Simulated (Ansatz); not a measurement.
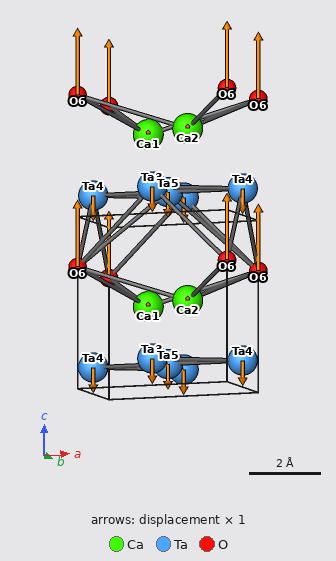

A relaxation of crystalline Ca2Ta3O (a generated structure, set up in P6mm) (coarse preliminary run). The starting structure is drawn; orange arrows show the displacements (the part carried along by the change of the cell is left out), at their true length.

Style: ball-and-stick. Shown: the cell of the calculation, repeated 1 × 1 × 2 with one cell outlined, from a free direction.

Computed with DFT PBE, scalar-relativistic, plane waves, PAW (Ansatz). (plane-wave cutoff 420 eV; k-point mesh 6 × 6 × 4; occupations gaussian; smearing width 0.1 eV; no spin polarisation; cell and atoms relaxed; force threshold 0.04 eV/Å; at most 70 steps)

Question: Atoms of which element are displaced furthest, and by how much?

Answer: Oxygen: up to 1.93 Å, against 0.74 Å for tantalum.

Question: What did the optimiser do to the structure, and how much energy did it gain?

Answer: Over 13 accepted moves (15 points after the start) the energy falls by 1912 meV per atom. Largest force component: 8.5 eV/Å at the start, 0.00065 eV/Å at the end. The pressure goes from 14.87 to 0.06 GPa. At 2 points the geometry stayed and the basis and grid were re-selected for the new cell (energy shift of 16.0 meV per atom at most each time). The largest move relative to the cell is that of O6, 1.93 Å along +c. Largest moves by element: O 1.93 Å, Ta 0.74 Å, Ca 0.14 Å. Cell: a = b 5.506 → 5.329 Å (−3.2 %), c 4.910 → 5.960 Å (+21.4 %). Volume +13.7 %. Some distances before and after: Ca1–Ta3 2.347 → 3.354 Å, Ca1–O6 3.327 → 4.283 Å, Ta3–O6 3.524 → 2.665 Å, Ca1–Ta3 (another image) 3.558 → 3.354 Å. The space group (tolerance 0.01 Å) goes from P6mm (No. 183) to P6/mmm (No. 191). Cost: 86 s on 1 thread of Intel(R) Xeon(R) 6975P-C (Granite Rapids), with other jobs on the host, peak memory 0.47 GiB.
